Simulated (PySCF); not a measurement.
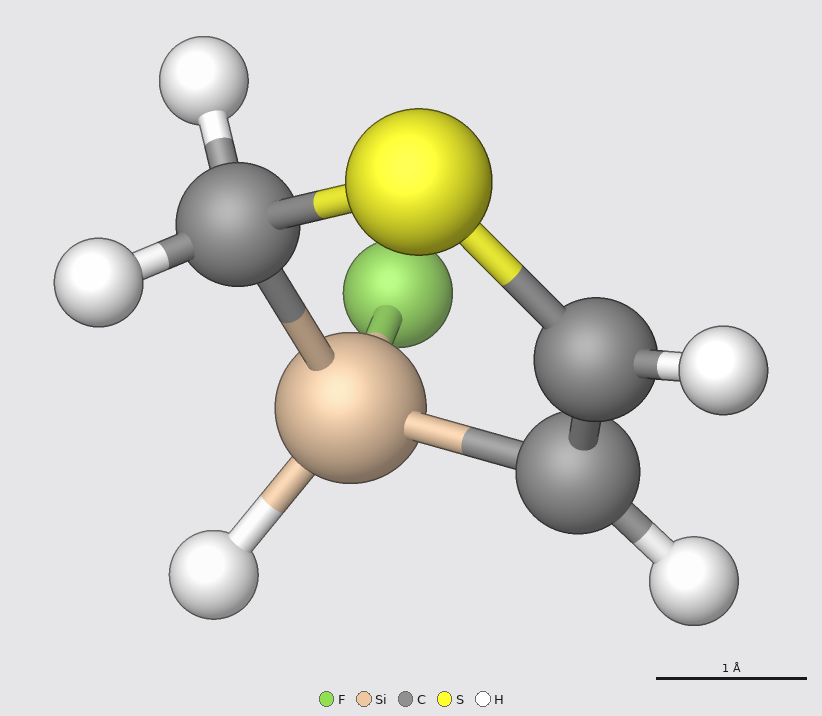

A ball-and-stick model of a molecule. Every bond is drawn as one stick, whatever its order.

Computed geometry: PBE0-D3(BJ)/def2-SVP optimisation. No frequency run is at hand to confirm it as a minimum.

What is the molecular formula?

Answer. C₃H₅FSSi, 11 atoms: 3 carbon, 5 hydrogen, 1 fluorine, 1 sulfur and 1 silicon.

Describe its rings.

Answer. Independent rings (smallest set): 1 of 5 members.

How many bonds of each kind are drawn?

Answer. 4 C–H, 2 C–Si, 2 C–S, 1 F–Si, 1 C–C, 1 Si–H.

What is the point group of this geometry?

Answer. C1.

More results for the same structure follow; atom numbers are the same in all pictures, views and colours differ.

## Geometry

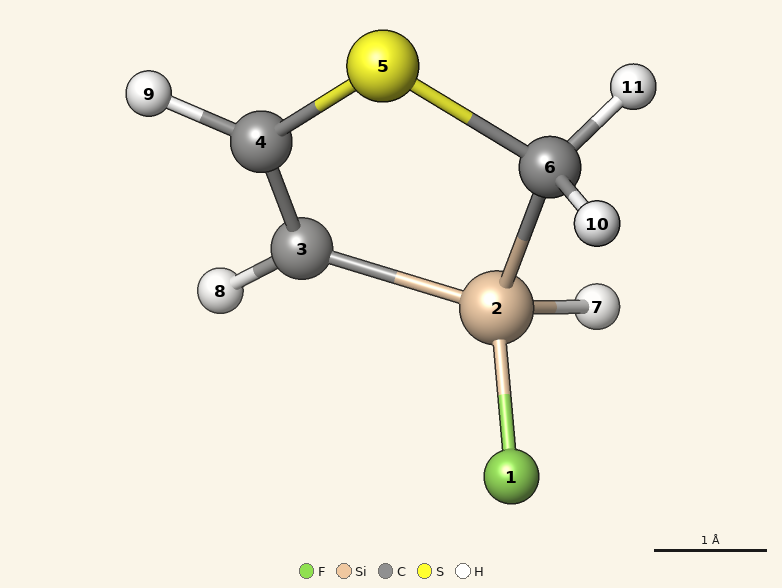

No frequency run is at hand to confirm it as a minimum.

List the bonds and their lengths.

```json
{"bond": "F1–Si2", "length (Å)": "1.632", "order": "single"}
{"bond": "Si2–C3", "length (Å)": "1.839", "order": "single"}
{"bond": "Si2–C6", "length (Å)": "1.893", "order": "single"}
{"bond": "Si2–H7", "length (Å)": "1.488", "order": "single"}
{"bond": "C3–C4", "length (Å)": "1.350", "order": "double"}
{"bond": "C3–H8", "length (Å)": "1.093", "order": "single"}
{"bond": "C4–S5", "length (Å)": "1.746", "order": "single"}
{"bond": "C4–H9", "length (Å)": "1.097", "order": "single"}
{"bond": "S5–C6", "length (Å)": "1.816", "order": "single"}
{"bond": "C6–H10", "length (Å)": "1.101", "order": "single"}
{"bond": "C6–H11", "length (Å)": "1.101", "order": "single"}
```

## Electronic properties

No frequency run is at hand to confirm it as a minimum. Level of theory: KT3/pcSseg-2, gas phase (PySCF 2.14.0).

What does the calculation give?

- dipole moment: 1.39 D
- HOMO energy (Kohn–Sham orbital): −5.63 eV
- LUMO energy (Kohn–Sham orbital): −1.77 eV
- HOMO–LUMO gap: 3.86 eV

## NMR shielding

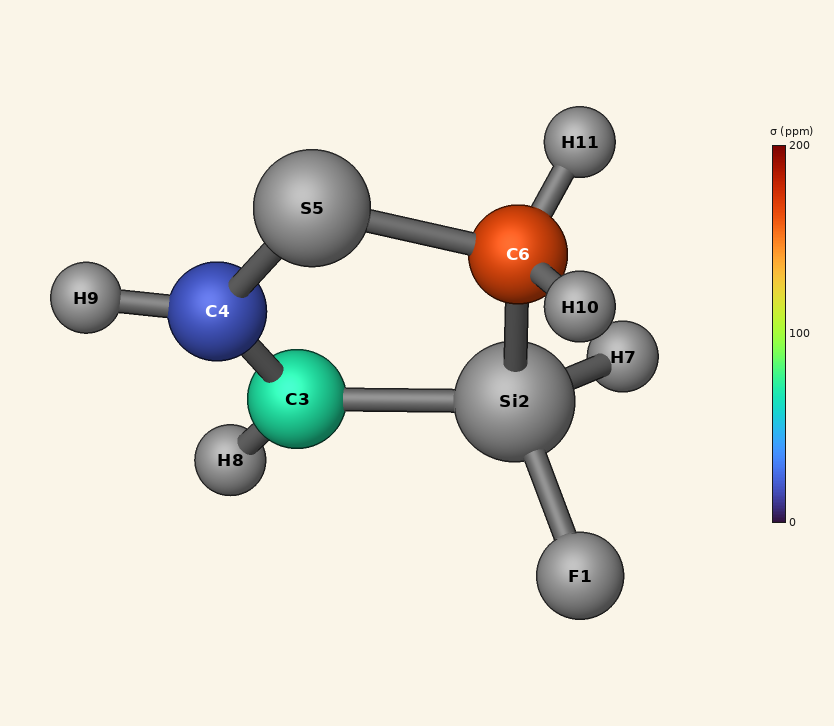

Atoms are coloured by their isotropic NMR shieldings (C only, the others grey). No frequency run is at hand to confirm it as a minimum. Method: GIAO KT2/pcSseg-2 NMR shielding, non-relativistic, gas phase (PySCF 2.14.0).

Give the isotropic NMR shieldings of the C atoms atom by atom.

```
atom  σ (ppm)
  C3     70.4
  C4     20.2
  C6    165.3
```

## Ring current

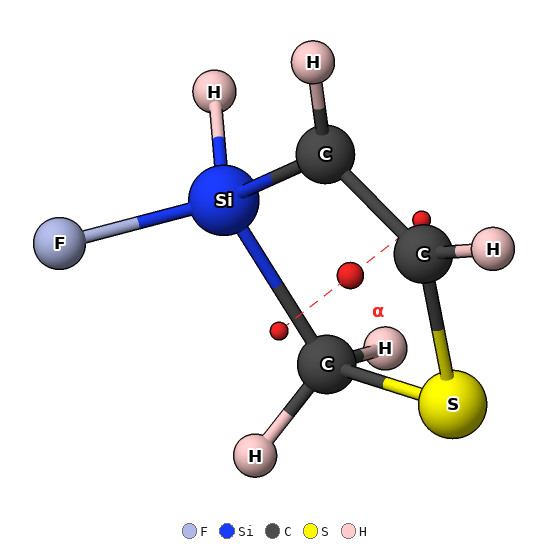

The small points mark where nucleus-independent chemical shifts (NICS) were computed: at the centre of each lettered ring and 1 Å above and below it. No frequency run is at hand to confirm it as a minimum. Level of theory: GIAO B3LYP/pcSseg-2 NMR shielding, non-relativistic, gas phase (PySCF 2.14.0).

Give NICS(0), NICS(1) and the out-of-plane component NICS(1)zz for each ring (means of the two sides).

```tsv
ring	members	NICS(0)	NICS(1)	NICS(1)zz
α	C3SSi	−4.5	−2.6	−3.3
```

Values in ppm.

What do the values say about the ring currents?

Answer. Ring α: weak, as in a non-aromatic ring. NICS is one index among several.
